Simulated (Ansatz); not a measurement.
**PF3 (SMILES FP(F)F) at wB97X/6-311+G(d,p)**

What is the electronic atomisation energy of PF3 at wB97X/6-311+G**? 

The results are computed with Ansatz 0.2.0.

38 further runs of the same task are left out: 6 that didn't finish, 32 set aside as unsound or not needed.

## Step 1: The system as given

PF3: 4 atoms, total charge 0, spin state singlet. As SMILES, `FP(F)F`. The coordinates come from a PBE0-D4/def2-TZVP relaxation.

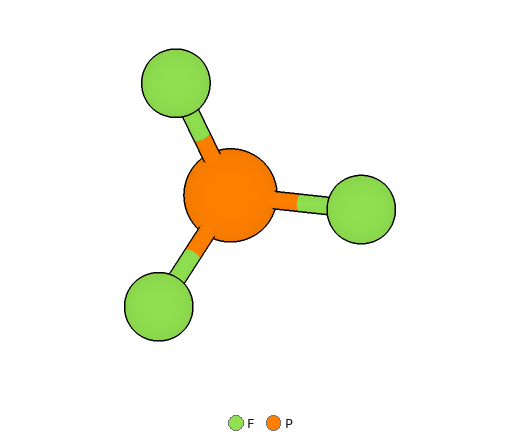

The structure, seen from a chosen angle (fluorine green, phosphorus orange).

## Step 2: The energy at wB97X/6-311+G(d,p)

Input file molecule.yaml:

```yaml
basis:
  gaussian: {orbitals: 6-311+G_st__st_-spherical.json}
crystal:
  periodic: [false, false, false]
  atoms:
    - {symbol: F, position_ang: [0.834400, -0.663200, 0.874500]}
    - {symbol: P, position_ang: [-0.297500, 0.314600, 0.392300]}
    - {symbol: F, position_ang: [-1.061900, -0.696500, -0.536900]}
    - {symbol: F, position_ang: [0.525000, 1.045200, -0.730000]}
hamiltonian: {xc: {name: wB97X}}
accuracy: high
output: {orbitals: {seedname: orbitals}}
```

The basis set 6-311+G** is read from a file made from the Basis Set Exchange's data (not shown).

On the command line:

```sh
$ ansatz run molecule.yaml --threads 1 --pin off --max-ram 3480MiB --events-out events.jsonl --progress --plain --runs-dir runs
```

Output:

```text
Warning: RAYON_NUM_THREADS=1 ignored (pool sized by the plan → 1); use --threads N
Functional definition: wB97X
  name "wB97X"
  parameter omega = 0.3/bohr
  parameter cx = 0.157706
  parameter cx1 = 0.726479
  parameter cx2 = 1.04760
  parameter cx3 = -5.70635
  parameter cx4 = 13.2794
  parameter css1 = -4.33879
  parameter css2 = 18.2308
  parameter css3 = -31.7430
  parameter css4 = 17.2901
  parameter cos1 = 2.37031
  parameter cos2 = -11.3995
  parameter cos3 = 6.58405
  parameter cos4 = -3.78132
  exchange = spin_sum(e_x_unif_sr(omega)*poly(b97_u_x, 1 - cx, cx1, cx2, cx3, cx4)) + cx*exact_x_sr(omega)
      + exact_x_lr(omega)
  correlation = spin_sum(e_c_pw_same_spin*poly(b97_u_same, 1, css1, css2, css3, css4))
      + integral(e_c_pw_opposite_spin*poly(b97_u_opposite, 1, cos1, cos2, cos3, cos4))
1724 factors; integrals over basis functions are off by at most 3.4e-9 eV
316 factors; integrals over basis functions are off by at most 1.4e-9 eV
mean field evaluation 1: about -17438.7523 eV, gradient 5.0e1 eV
mean field evaluation 2: about -17438.3092 eV, gradient 5.7e1 eV
mean field evaluation 4: about -17442.2709 eV, gradient 4.6e-1 eV
mean field evaluation 8: about -17442.3698 eV, gradient 4.0e-2 eV
mean field evaluation 16: about -17442.3698 eV, gradient 6.2e-6 eV
mean field -17442.36979914 eV, -640.9952672554 hartree, gradient 1.7e-8 eV, S^2 0.000000; 0 other end points of the search recorded, 0 dependent functions left out
reference -17442.36979443 eV, -640.9952670826 hartree; 21, 21 occupied and 75, 75 virtual orbitals, 1724 factors
Total energy: -17442.36979443 eV, -640.9952670826 hartree
```

It took 19 s on 1 thread of Arm Neoverse V1, shared host; peak memory 0.44 GiB.

## Step 3: The F atom, same level

Input file in.yaml:

```yaml
crystal:
  periodic: [false, false, false]
  atoms:
    - {symbol: F, position_ang: [0.000000, 0.000000, 0.000000]}
basis:
  gaussian: {orbitals: 6-311+G_st__st_.json}
magnetization: {spin_polarized: true, initial_magnetization: 1}
hamiltonian: {xc: {name: wB97X}}
accuracy: high
```

The basis set 6-311+G** is read from a file made from the Basis Set Exchange's data (not shown).

Run the same way, it converges to -99.73700 Eh (log not shown).

## Step 4: The P atom, same level

Input file run.yaml:

```yaml
crystal:
  periodic: [false, false, false]
  atoms:
    - {symbol: P, position_ang: [0.000000, 0.000000, 0.000000]}
basis:
  gaussian:
    orbitals: 6-311+G_st__st_-spherical.json
total_charge: 0
magnetization:
  spin_polarized: true
  initial_magnetization: 3
hamiltonian:
  xc: {name: wB97X}
accuracy: high
```

The basis set 6-311+G** is read from a file made from the Basis Set Exchange's data (not shown).

Run the same way, it converges to -341.25425 Eh (log not shown).

## Step 5: Outcome

Level: wB97X/6-311+G**.

| quantity | value |
| --- | --- |
| molecule: total energy | -640.99527 Eh |
| molecule: HOMO energy | -11.95 eV |
| molecule: LUMO energy | 1.50 eV |
| molecule: HOMO–LUMO gap | 13.45 eV |
| F atom: total energy | -99.73700 Eh |
| F atom: ⟨S²⟩ | 0.752 |
| P atom: total energy | -341.25425 Eh |
| P atom: ⟨S²⟩ | 3.751 |
| electronic atomisation energy | 14.422 eV |

What this shows: Taking the molecule apart into free atoms costs 14.42 eV (333 kcal/mol), before zero-point energy and without spin-orbit coupling.
